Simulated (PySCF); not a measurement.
**C$_{4}$H$_{15}$BOSi$_{3}$ (SMILES [SiH3][SiH2]O[SiH2]BC1CCC1): density, localisation and related maps**

```xyz
24

Si    2.8979   -0.2925   -1.0253
Si    2.4249   -1.3969    0.9383
O     1.4264   -0.4619    1.7979
Si    0.2772    0.2383    2.7251
B    -1.0287    1.1764    1.6044
C    -1.1526    0.9258    0.0649
C    -1.0239   -0.4956   -0.5377
C    -2.2105   -0.1962   -1.4642
C    -2.5005    1.0909   -0.6804
H     2.3265    1.0588   -1.1418
H     4.3388   -0.1219   -1.2437
H     2.4135   -1.0090   -2.2150
H     1.7362   -2.6840    0.7533
H     3.5892   -1.6436    1.7998
H    -0.2662   -0.8513    3.5616
H     1.0799    1.0714    3.6401
H    -1.7397    1.9825    2.0802
H    -0.4009    1.5761   -0.4030
H    -0.0804   -0.7219   -1.0312
H    -1.2344   -1.2806    0.1865
H    -1.9045   -0.0047   -2.4912
H    -3.0073   -0.9378   -1.4685
H    -2.6119    1.9956   -1.2754
H    -3.3607    1.0020   -0.0189
```

Geometry: GFN2-xTB.

Theory: PySCF, PBE0/pcSseg-1, SCF density, gas phase, non-relativistic.

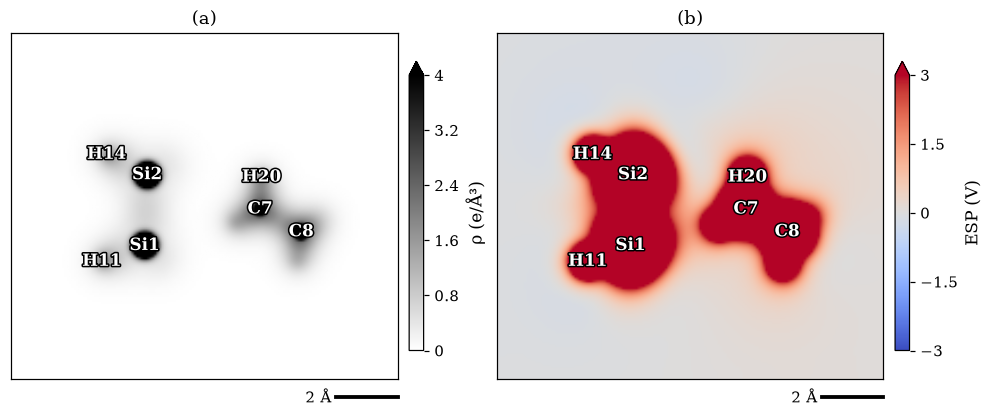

Figure 1. (a) electron density; (b) electrostatic potential on the plane of atoms Si2, Si1 and H11.

### Interpret the plot.

The plane passes through Si, C and H nuclei.
C–C (1.53 Å): ρ is about 1.6 e/Å³ halfway.
Si–Si (2.30 Å): the density is about 0.7 e/Å³ at the midpoint.
C–H (1.09 Å): ρ at the midpoint is about 2 e/Å³.
The potential has no marked negative region in this plane.

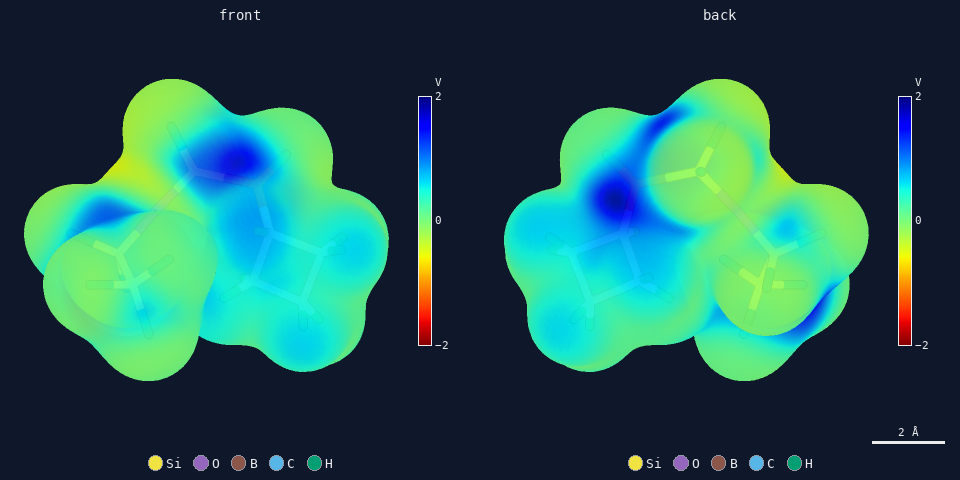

Figure 2. The molecular electrostatic potential painted on the density surface at 0.002 e/bohr³, seen from the front and from behind; the colour scale runs from red (negative) to blue (positive).

### Describe the electrostatic potential map.

The most negative region (about −0.5 V) lies over O3, the most positive (about +1.7 V) over Si2 and B5.

### What dipole moment does the calculation give?

Its dipole moment is 1.25 D.
